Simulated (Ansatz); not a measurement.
Run report: CH6Si, molecular dynamics (part 4 of 4)

Continued. System: CH6Si. Method: RKS LDA/def2-SVP (Ansatz 0.2.0). It belongs to a series of runs on one base structure; here: dynamics from the last frame of an earlier run.

Geometry of the input (Å):
```
Si -0.0127  -0.0582  0.0384
C  0.0614  0.0719  1.8077
H  -0.9450  0.5933  1.9918
H  0.1648  -1.0372  2.1235
H  0.8957  0.7459  2.2338
H  -1.5076  0.0697  -0.1996
H  0.7432  -1.2667  -0.6011
H  0.4651  1.2770  -0.2801
```

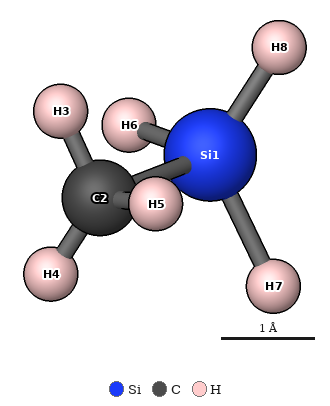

**Figure 1.** The geometry at step 123 of the log (ball-and-stick view, seen at a tilt; atoms are numbered from 1 in the order of the input).

## Trajectory as extended XYZ, continued
```
8
Properties=species:S:1:pos:R:3:forces:R:3 step=97 time_fs=24.2 energy=-8964.69837 temperature=827.9
Si   -0.0791   -0.0463   -0.0614    0.7091   1.0175   1.3917
C     0.0658    0.1317    2.0515   -2.2653  -0.7998  -2.8356
H    -0.9987    0.7488    2.1194    2.7395  -1.2344   0.6372
H     0.0194   -0.9773    2.4411   -0.0620   1.9235  -0.3423
H     1.0588    0.6347    2.2182   -0.8318   0.0058   0.2798
H    -1.4433   -0.4600   -0.5351   -0.3182   0.3510   0.2222
H     0.6710   -1.2158   -0.6524    0.4491   0.2277   0.0946
H     0.3492    1.3911   -0.7046   -0.4204  -1.4912   0.5526
8
Properties=species:S:1:pos:R:3:forces:R:3 step=98 time_fs=24.5 energy=-8964.69851 temperature=895.4
Si   -0.0807   -0.0447   -0.0622    0.8635   0.9292   1.4795
C     0.0656    0.1320    2.0524   -2.3132  -0.7370  -2.8753
H    -0.9957    0.7597    2.1152    2.7351  -1.3065   0.6628
H     0.0183   -0.9800    2.4367   -0.0681   1.9663  -0.3247
H     1.0558    0.6389    2.2181   -0.7926  -0.0144   0.2811
H    -1.4366   -0.4611   -0.5318   -0.4339   0.3018   0.1723
H     0.6837   -1.2201   -0.6349    0.3922   0.2995   0.0889
H     0.3376    1.3891   -0.7010   -0.3830  -1.4390   0.5153
8
Properties=species:S:1:pos:R:3:forces:R:3 step=100 time_fs=25.0 energy=-8964.72068 temperature=834.4
Si   -0.0837   -0.0416   -0.0639    1.1478   0.7307   1.6709
C     0.0655    0.1325    2.0536   -2.3785  -0.5885  -2.9647
H    -0.9839    0.7794    2.1085    2.6538  -1.4098   0.7064
H     0.0146   -0.9815    2.4288   -0.0701   1.9819  -0.2751
H     1.0485    0.6475    2.2171   -0.6789  -0.0462   0.2889
H    -1.4254   -0.4618   -0.5246   -0.6531   0.1970   0.0751
H     0.7090   -1.2282   -0.5990    0.2748   0.4371   0.0680
H     0.3125    1.3825   -0.6940   -0.2958  -1.3024   0.4304
8
Properties=species:S:1:pos:R:3:forces:R:3 step=102 time_fs=25.5 energy=-8964.77559 temperature=1019.4
Si   -0.0865   -0.0388   -0.0657    1.4147   0.4899   1.8839
C     0.0645    0.1331    2.0541   -2.3646  -0.4204  -3.0853
H    -0.9641    0.7957    2.1038    2.4529  -1.4382   0.7453
H     0.0084   -0.9769    2.4192   -0.0716   1.8722  -0.1888
H     1.0401    0.6529    2.2159   -0.5182  -0.0514   0.3007
H    -1.4157   -0.4626   -0.5156   -0.8685   0.0858  -0.0215
H     0.7351   -1.2340   -0.5652    0.1511   0.5700   0.0440
H     0.2857    1.3721   -0.6855   -0.1958  -1.1079   0.3217
8
Properties=species:S:1:pos:R:3:forces:R:3 step=103 time_fs=25.8 energy=-8964.81185 temperature=1078.3
Si   -0.0881   -0.0374   -0.0666    1.5412   0.3420   1.9927
C     0.0637    0.1337    2.0542   -2.3194  -0.3000  -3.1600
H    -0.9516    0.8028    2.1020    2.3087  -1.4241   0.7645
H     0.0052   -0.9712    2.4141   -0.0778   1.7458  -0.1261
H     1.0354    0.6552    2.2163   -0.4280  -0.0477   0.3028
H    -1.4118   -0.4636   -0.5110   -0.9608   0.0315  -0.0648
H     0.7495   -1.2371   -0.5473    0.0781   0.6464   0.0316
H     0.2714    1.3664   -0.6807   -0.1420  -0.9940   0.2593
8
Properties=species:S:1:pos:R:3:forces:R:3 step=105 time_fs=26.2 energy=-8964.87932 temperature=1085.0
Si   -0.0912   -0.0345   -0.0685    1.7347   0.0170   2.2158
C     0.0624    0.1350    2.0538   -2.1924  -0.0354  -3.3335
H    -0.9242    0.8148    2.0964    1.9623  -1.3450   0.8118
H    -0.0029   -0.9569    2.4026   -0.0912   1.4108   0.0228
H     1.0257    0.6592    2.2188   -0.2313  -0.0326   0.3036
H    -1.4070   -0.4677   -0.5017   -1.0980  -0.0618  -0.1318
H     0.7760   -1.2422   -0.5110   -0.0531   0.7783  -0.0088
H     0.2422    1.3536   -0.6715   -0.0310  -0.7313   0.1199
8
Properties=species:S:1:pos:R:3:forces:R:3 step=107 time_fs=26.8 energy=-8964.93369 temperature=1190.4
Si   -0.0939   -0.0320   -0.0702    1.8853  -0.3380   2.4736
C     0.0614    0.1361    2.0519   -1.9706   0.3173  -3.5287
H    -0.8933    0.8256    2.0919    1.5312  -1.2181   0.8508
H    -0.0095   -0.9398    2.3872   -0.1212   0.9451   0.2200
H     1.0143    0.6655    2.2252   -0.0291  -0.0326   0.2921
H    -1.4023   -0.4728   -0.4904   -1.2359  -0.1558  -0.1908
H     0.7985   -1.2448   -0.4760   -0.1529   0.8714  -0.0639
H     0.2113    1.3372   -0.6620    0.0931  -0.3892  -0.0530
8
Properties=species:S:1:pos:R:3:forces:R:3 step=108 time_fs=27.0 energy=-8964.95184 temperature=1250.0
Si   -0.0950   -0.0308   -0.0711    1.9367  -0.5474   2.6079
C     0.0607    0.1368    2.0504   -1.7878   0.5457  -3.6263
H    -0.8768    0.8313    2.0910    1.2849  -1.1339   0.8644
H    -0.0123   -0.9299    2.3789   -0.1448   0.6567   0.3350
H     1.0093    0.6693    2.2297    0.0403  -0.0536   0.2756
H    -1.4012   -0.4752   -0.4850   -1.2816  -0.1976  -0.2120
H     0.8101   -1.2459   -0.4584   -0.2059   0.9188  -0.0922
H     0.1958    1.3281   -0.6571    0.1583  -0.1888  -0.1524
8
Properties=species:S:1:pos:R:3:forces:R:3 step=110 time_fs=27.5 energy=-8964.96049 temperature=1212.5
Si   -0.0973   -0.0285   -0.0730    1.9932  -1.0407   2.8751
C     0.0590    0.1383    2.0471   -1.2591   1.0059  -3.8212
H    -0.8409    0.8412    2.0904    0.6965  -0.8817   0.8926
H    -0.0189   -0.9102    2.3615   -0.2002   0.0239   0.5791
H     1.0012    0.6764    2.2393    0.1223  -0.1325   0.2288
H    -1.4015   -0.4796   -0.4753   -1.3183  -0.2683  -0.2356
H     0.8350   -1.2469   -0.4263   -0.3261   1.0186  -0.1428
H     0.1646    1.3087   -0.6467    0.2917   0.2748  -0.3760
8
Properties=species:S:1:pos:R:3:forces:R:3 step=112 time_fs=28.0 energy=-8964.91981 temperature=1127.0
Si   -0.0996   -0.0265   -0.0743    2.0902  -1.5420   3.1605
C     0.0571    0.1396    2.0429   -0.6214   1.3962  -4.0166
H    -0.8042    0.8492    2.0907    0.0225  -0.5252   0.9242
H    -0.0252   -0.8912    2.3459   -0.2695  -0.6493   0.8230
H     0.9941    0.6813    2.2485    0.2019  -0.2082   0.1809
H    -1.4003   -0.4825   -0.4640   -1.4022  -0.3583  -0.2689
H     0.8594   -1.2450   -0.3991   -0.4399   1.1037  -0.1897
H     0.1320    1.2901   -0.6363    0.4184   0.7833  -0.6133
8
Properties=species:S:1:pos:R:3:forces:R:3 step=113 time_fs=28.2 energy=-8964.88599 temperature=1039.9
Si   -0.1007   -0.0257   -0.0749    2.1089  -1.7704   3.2783
C     0.0564    0.1406    2.0405   -0.2952   1.5676  -4.1318
H    -0.7859    0.8524    2.0905   -0.3433  -0.3030   0.9429
H    -0.0287   -0.8808    2.3386   -0.3083  -1.0223   0.9521
H     0.9902    0.6834    2.2522    0.2685  -0.2306   0.1643
H    -1.4013   -0.4846   -0.4588   -1.4067  -0.3906  -0.2736
H     0.8717   -1.2423   -0.3875   -0.4922   1.1346  -0.2124
H     0.1164    1.2825   -0.6324    0.4683   1.0147  -0.7197
8
Properties=species:S:1:pos:R:3:forces:R:3 step=115 time_fs=28.8 energy=-8964.80858 temperature=915.3
Si   -0.1024   -0.0243   -0.0762    2.0228  -2.1864   3.4462
C     0.0555    0.1433    2.0351    0.3727   1.7997  -4.3554
H    -0.7503    0.8591    2.0913   -1.0911   0.2024   0.9826
H    -0.0362   -0.8607    2.3283   -0.3878  -1.7222   1.1883
H     0.9833    0.6869    2.2583    0.4098  -0.2663   0.1373
H    -1.4090   -0.4913   -0.4492   -1.2788  -0.4023  -0.2452
H     0.8949   -1.2352   -0.3658   -0.5855   1.1784  -0.2589
H     0.0879    1.2700   -0.6295    0.5379   1.3967  -0.8949
8
Properties=species:S:1:pos:R:3:forces:R:3 step=117 time_fs=29.2 energy=-8964.73955 temperature=888.6
Si   -0.1043   -0.0230   -0.0774    1.9142  -2.4494   3.5348
C     0.0559    0.1468    2.0291    0.9430   1.9024  -4.5249
H    -0.7183    0.8684    2.0953   -1.7157   0.6656   1.0180
H    -0.0436   -0.8436    2.3224   -0.4634  -2.2499   1.3702
H     0.9798    0.6887    2.2648    0.5248  -0.3033   0.1046
H    -1.4195   -0.4997   -0.4393   -1.0892  -0.3881  -0.2035
H     0.9198   -1.2232   -0.3483   -0.6771   1.2001  -0.2994
H     0.0627    1.2632   -0.6319    0.5634   1.6225  -0.9998
8
Properties=species:S:1:pos:R:3:forces:R:3 step=118 time_fs=29.5 energy=-8964.71221 temperature=913.1
Si   -0.1051   -0.0223   -0.0780    1.8414  -2.5302   3.5575
C     0.0567    0.1487    2.0258    1.1849   1.9407  -4.6002
H    -0.7034    0.8734    2.0992   -1.9837   0.8775   1.0322
H    -0.0479   -0.8355    2.3198   -0.4955  -2.4780   1.4526
H     0.9785    0.6903    2.2676    0.5784  -0.3275   0.0894
H    -1.4259   -0.5047   -0.4335   -0.9719  -0.3712  -0.1796
H     0.9327   -1.2144   -0.3412   -0.7174   1.1963  -0.3183
H     0.0512    1.2612   -0.6340    0.5638   1.6923  -1.0336
8
Properties=species:S:1:pos:R:3:forces:R:3 step=120 time_fs=30.0 energy=-8964.69269 temperature=888.6
Si   -0.1069   -0.0211   -0.0790    1.6359  -2.5935   3.5573
C     0.0590    0.1528    2.0182    1.4742   1.8550  -4.6766
H    -0.6776    0.8846    2.1091   -2.3766   1.1938   1.0500
H    -0.0581   -0.8239    2.3173   -0.5242  -2.6684   1.5403
H     0.9753    0.6955    2.2708    0.7063  -0.3733   0.0711
H    -1.4412   -0.5163   -0.4226   -0.6905  -0.3137  -0.1236
H     0.9558   -1.1933   -0.3291   -0.7720   1.1597  -0.3578
H     0.0286    1.2607   -0.6397    0.5470   1.7404  -1.0608
8
Properties=species:S:1:pos:R:3:forces:R:3 step=122 time_fs=30.5 energy=-8964.73881 temperature=940.5
Si   -0.1087   -0.0200   -0.0796    1.4093  -2.4883   3.4890
C     0.0618    0.1572    2.0091    1.5058   1.4612  -4.5838
H    -0.6582    0.8962    2.1214   -2.5657   1.3427   1.0496
H    -0.0697   -0.8202    2.3194   -0.4813  -2.3815   1.4737
H     0.9723    0.7021    2.2729    0.8195  -0.4205   0.0562
H    -1.4565   -0.5296   -0.4133   -0.4063  -0.2447  -0.0692
H     0.9751   -1.1685   -0.3203   -0.7918   1.0912  -0.3957
H     0.0064    1.2649   -0.6491    0.5104   1.6399  -1.0198
8
Properties=species:S:1:pos:R:3:forces:R:3 step=123 time_fs=30.8 energy=-8964.78286 temperature=1011.9
Si   -0.1095   -0.0194   -0.0798    1.2930  -2.3914   3.4383
C     0.0633    0.1596    2.0042    1.3857   1.2034  -4.4768
H    -0.6513    0.9028    2.1284   -2.5578   1.3254   1.0344
H    -0.0761   -0.8207    2.3220   -0.4374  -2.1018   1.3892
H     0.9708    0.7043    2.2739    0.8890  -0.4269   0.0553
H    -1.4643   -0.5371   -0.4078   -0.2636  -0.2066  -0.0454
H     0.9847   -1.1547   -0.3164   -0.7958   1.0497  -0.4148
H    -0.0041    1.2686   -0.6544    0.4870   1.5482  -0.9801
8
Properties=species:S:1:pos:R:3:forces:R:3 step=125 time_fs=31.2 energy=-8964.89902 temperature=1126.1
Si   -0.1109   -0.0180   -0.0802    1.0628  -2.1141   3.3090
C     0.0668    0.1643    1.9937    0.8833   0.8861  -4.1500
H    -0.6433    0.9207    2.1447   -2.2646   1.0209   0.9413
H    -0.0892   -0.8233    2.3293   -0.3314  -1.4711   1.1776
H     0.9694    0.7067    2.2775    0.9953  -0.4381   0.0449
H    -1.4792   -0.5526   -0.3963    0.0082  -0.1295  -0.0056
H     1.0032   -1.1250   -0.3099   -0.7901   0.9539  -0.4528
H    -0.0247    1.2787   -0.6674    0.4366   1.2919  -0.8643
8
Properties=species:S:1:pos:R:3:forces:R:3 step=127 time_fs=31.8 energy=-8965.02548 temperature=1297.2
Si   -0.1118   -0.0170   -0.0806    0.8178  -1.6951   3.1258
C     0.0706    0.1687    1.9821    0.2468   0.7647  -3.6739
H    -0.6408    0.9414    2.1650   -1.7670   0.5086   0.7694
H    -0.1030   -0.8283    2.3371   -0.1969  -0.7957   0.9240
H     0.9707    0.7085    2.2826    1.0089  -0.4847   0.0095
H    -1.4945   -0.5679   -0.3831    0.2680  -0.0519   0.0238
H     1.0196   -1.0943   -0.3049   -0.7629   0.8409  -0.4908
H    -0.0445    1.2937   -0.6842    0.3853   0.9132  -0.6878
8
Properties=species:S:1:pos:R:3:forces:R:3 step=128 time_fs=32.0 energy=-8965.07842 temperature=1307.5
Si   -0.1121   -0.0167   -0.0809    0.7094  -1.4841   3.0272
C     0.0726    0.1705    1.9760   -0.1098   0.7505  -3.3741
H    -0.6414    0.9530    2.1757   -1.4637   0.1933   0.6515
H    -0.1113   -0.8325    2.3409   -0.1141  -0.4287   0.7782
H     0.9720    0.7096    2.2856    0.9842  -0.5243  -0.0162
H    -1.5017   -0.5755   -0.3764    0.3871  -0.0161   0.0343
H     1.0285   -1.0798   -0.3026   -0.7568   0.7929  -0.5074
H    -0.0543    1.3015   -0.6936    0.3637   0.7164  -0.5936
8
Properties=species:S:1:pos:R:3:forces:R:3 step=130 time_fs=32.5 energy=-8965.15308 temperature=1313.0
Si   -0.1126   -0.0163   -0.0814    0.4840  -1.0511   2.8328
C     0.0766    0.1741    1.9632   -0.7950   0.7217  -2.6812
H    -0.6462    0.9759    2.1972   -0.8511  -0.4374   0.3834
H    -0.1276   -0.8429    2.3511    0.0670   0.3191   0.4523
H     0.9756    0.7108    2.2940    0.8812  -0.6117  -0.0883
H    -1.5156   -0.5895   -0.3630    0.6045   0.0510   0.0487
H     1.0439   -1.0495   -0.2980   -0.7179   0.6738  -0.5449
H    -0.0711    1.3169   -0.7139    0.3272   0.3347  -0.4027
8
Properties=species:S:1:pos:R:3:forces:R:3 step=132 time_fs=33.0 energy=-8965.17653 temperature=1331.1
Si   -0.1125   -0.0166   -0.0817    0.2148  -0.5919   2.6463
C     0.0810    0.1779    1.9503   -1.3961   0.7114  -1.9516
H    -0.6537    0.9969    2.2193   -0.2894  -0.9850   0.0960
H    -0.1438   -0.8519    2.3644    0.2515   0.9594   0.1267
H     0.9815    0.7104    2.3012    0.7428  -0.6904  -0.1689
H    -1.5285   -0.6015   -0.3511    0.7993   0.1089   0.0580
H     1.0553   -1.0175   -0.2924   -0.6266   0.5173  -0.5934
H    -0.0871    1.3329   -0.7336    0.3036  -0.0297  -0.2132
8
Properties=species:S:1:pos:R:3:forces:R:3 step=133 time_fs=33.2 energy=-8965.16865 temperature=1350.2
Si   -0.1123   -0.0169   -0.0817    0.0838  -0.3576   2.5458
C     0.0831    0.1798    1.9436   -1.6236   0.7407  -1.5733
H    -0.6573    1.0076    2.2308   -0.0345  -1.2276  -0.0517
H    -0.1518   -0.8557    2.3714    0.3412   1.2314  -0.0278
H     0.9862    0.7103    2.3037    0.6326  -0.7473  -0.2224
H    -1.5340   -0.6075   -0.3451    0.8818   0.1335   0.0590
H     1.0605   -1.0020   -0.2906   -0.5763   0.4401  -0.6146
H    -0.0951    1.3416   -0.7438    0.2951  -0.2134  -0.1149
8
Properties=species:S:1:pos:R:3:forces:R:3 step=135 time_fs=33.8 energy=-8965.12214 temperature=1333.3
Si   -0.1119   -0.0174   -0.0811   -0.1764   0.0759   2.3395
C     0.0873    0.1836    1.9302   -1.9881   0.8245  -0.8454
H    -0.6640    1.0279    2.2541    0.4078  -1.6363  -0.3392
H    -0.1646   -0.8605    2.3857    0.4897   1.6504  -0.3082
H     0.9969    0.7077    2.3066    0.4265  -0.8328  -0.3253
H    -1.5433   -0.6200   -0.3318    1.0272   0.1772   0.0550
H     1.0709   -0.9712   -0.2884   -0.4734   0.2925  -0.6521
H    -0.1127    1.3583   -0.7654    0.2868  -0.5515   0.0757
8
Properties=species:S:1:pos:R:3:forces:R:3 step=137 time_fs=34.2 energy=-8965.04834 temperature=1244.8
Si   -0.1116   -0.0181   -0.0801   -0.4431   0.4523   2.1317
C     0.0911    0.1870    1.9166   -2.2445   0.9380  -0.1706
H    -0.6712    1.0464    2.2758    0.7761  -1.9557  -0.6084
H    -0.1742   -0.8612    2.3996    0.5980   1.9201  -0.5465
H     1.0082    0.7024    2.3067    0.2336  -0.8864  -0.4206
H    -1.5525   -0.6323   -0.3181    1.1622   0.2174   0.0463
H     1.0815   -0.9388   -0.2915   -0.3659   0.1454  -0.6791
H    -0.1304    1.3730   -0.7866    0.2836  -0.8311   0.2471
8
Properties=species:S:1:pos:R:3:forces:R:3 step=138 time_fs=34.5 energy=-8965.00662 temperature=1163.3
Si   -0.1116   -0.0186   -0.0794   -0.5705   0.6206   2.0350
C     0.0925    0.1888    1.9101   -2.3207   0.9934   0.1442
H    -0.6746    1.0550    2.2854    0.9275  -2.0783  -0.7282
H    -0.1792   -0.8602    2.4060    0.6435   2.0170  -0.6509
H     1.0144    0.6991    2.3064    0.1269  -0.9122  -0.4704
H    -1.5562   -0.6373   -0.3121    1.2154   0.2280   0.0417
H     1.0868   -0.9220   -0.2939   -0.3084   0.0704  -0.6912
H    -0.1398    1.3784   -0.7964    0.2863  -0.9389   0.3198
8
Properties=species:S:1:pos:R:3:forces:R:3 step=140 time_fs=35.0 energy=-8964.92588 temperature=1144.6
Si   -0.1116   -0.0198   -0.0778   -0.8260   0.9324   1.8522
C     0.0949    0.1927    1.8965   -2.4309   1.0827   0.7342
H    -0.6811    1.0702    2.3032    1.1837  -2.2633  -0.9482
H    -0.1871   -0.8545    2.4167    0.7018   2.1273  -0.8292
H     1.0263    0.6883    2.3062   -0.0510  -0.9213  -0.5638
H    -1.5632   -0.6440   -0.3008    1.3032   0.2363   0.0318
H     1.0955   -0.8889   -0.2987   -0.1770  -0.0856  -0.7187
H    -0.1581    1.3868   -0.8141    0.2961  -1.1085   0.4418
8
Properties=species:S:1:pos:R:3:forces:R:3 step=142 time_fs=35.5 energy=-8964.85005 temperature=1072.7
Si   -0.1117   -0.0208   -0.0761   -1.0547   1.2046   1.6597
C     0.0966    0.1970    1.8828   -2.4576   1.1077   1.3245
H    -0.6878    1.0792    2.3192    1.3797  -2.3536  -1.1397
H    -0.1936   -0.8460    2.4294    0.7451   2.1916  -1.0147
H     1.0383    0.6752    2.3071   -0.2365  -0.9106  -0.6684
H    -1.5689   -0.6485   -0.2916    1.3713   0.2383   0.0225
H     1.1032   -0.8572   -0.3058   -0.0475  -0.2314  -0.7396
H    -0.1717    1.3932   -0.8324    0.3002  -1.2465   0.5557
8
Properties=species:S:1:pos:R:3:forces:R:3 step=143 time_fs=35.8 energy=-8964.82028 temperature=1006.6
Si   -0.1116   -0.0213   -0.0750   -1.1604   1.3202   1.5663
C     0.0971    0.1989    1.8760   -2.4126   1.1230   1.6214
H    -0.6904    1.0810    2.3268    1.4557  -2.3678  -1.2260
H    -0.1960   -0.8404    2.4358    0.7590   2.1961  -1.1008
H     1.0453    0.6683    2.3073   -0.3540  -0.9108  -0.7310
H    -1.5707   -0.6502   -0.2869    1.3929   0.2343   0.0159
H     1.1065   -0.8422   -0.3103    0.0169  -0.2988  -0.7479
H    -0.1782    1.3952   -0.8400    0.3026  -1.2962   0.6022
8
Properties=species:S:1:pos:R:3:forces:R:3 step=145 time_fs=36.2 energy=-8964.79013 temperature=1038.7
Si   -0.1109   -0.0221   -0.0723   -1.3536   1.4929   1.3816
C     0.0970    0.2031    1.8624   -2.2360   1.1530   2.1800
H    -0.6931    1.0798    2.3396    1.5579  -2.3337  -1.3726
H    -0.2003   -0.8254    2.4474    0.7731   2.1435  -1.2480
H     1.0603    0.6538    2.3052   -0.6025  -0.9071  -0.8536
H    -1.5721   -0.6531   -0.2768    1.4204   0.2211  -0.0019
H     1.1134   -0.8131   -0.3201    0.1363  -0.4206  -0.7588
H    -0.1893    1.3949   -0.8533    0.3044  -1.3491   0.6732
8
Properties=species:S:1:pos:R:3:forces:R:3 step=147 time_fs=36.8 energy=-8964.79877 temperature=1063.0
Si   -0.1099   -0.0228   -0.0691   -1.4717   1.6047   1.1985
C     0.0966    0.2079    1.8493   -2.0287   1.1531   2.6717
H    -0.6950    1.0719    2.3478    1.6247  -2.2242  -1.4806
H    -0.2041   -0.8056    2.4585    0.7796   2.0274  -1.3733
H     1.0758    0.6385    2.3000   -0.8335  -0.8763  -0.9536
H    -1.5668   -0.6570   -0.2659    1.3913   0.1910  -0.0272
H     1.1206   -0.7864   -0.3303    0.2335  -0.5153  -0.7623
H    -0.1999    1.3899   -0.8660    0.3050  -1.3604   0.7269
8
Properties=species:S:1:pos:R:3:forces:R:3 step=148 time_fs=37.0 energy=-8964.81765 temperature=1046.4
Si   -0.1091   -0.0234   -0.0673   -1.5014   1.6333   1.0989
C     0.0962    0.2106    1.8432   -1.9236   1.1374   2.8743
H    -0.6950    1.0657    2.3506    1.6384  -2.1433  -1.5213
H    -0.2050   -0.7941    2.4631    0.7743   1.9422  -1.4192
H     1.0825    0.6306    2.2964   -0.9190  -0.8453  -0.9883
H    -1.5633   -0.6595   -0.2605    1.3722   0.1744  -0.0397
H     1.1256   -0.7747   -0.3365    0.2515  -0.5392  -0.7545
H    -0.2059    1.3864   -0.8718    0.3076  -1.3595   0.7498
8
Properties=species:S:1:pos:R:3:forces:R:3 step=150 time_fs=37.5 energy=-8964.88118 temperature=1073.2
Si   -0.1074   -0.0244   -0.0639   -1.4868   1.6473   0.8961
C     0.0950    0.2158    1.8318   -1.6478   1.1491   3.1860
H    -0.6906    1.0507    2.3551    1.6106  -1.9392  -1.5796
H    -0.2057   -0.7670    2.4673    0.7365   1.6789  -1.4421
H     1.0945    0.6142    2.2901   -1.0700  -0.7788  -1.0560
H    -1.5554   -0.6646   -0.2481    1.3241   0.1375  -0.0702
H     1.1382   -0.7538   -0.3498    0.2226  -0.5458  -0.7210
H    -0.2173    1.3787   -0.8822    0.3108  -1.3490   0.7868
```
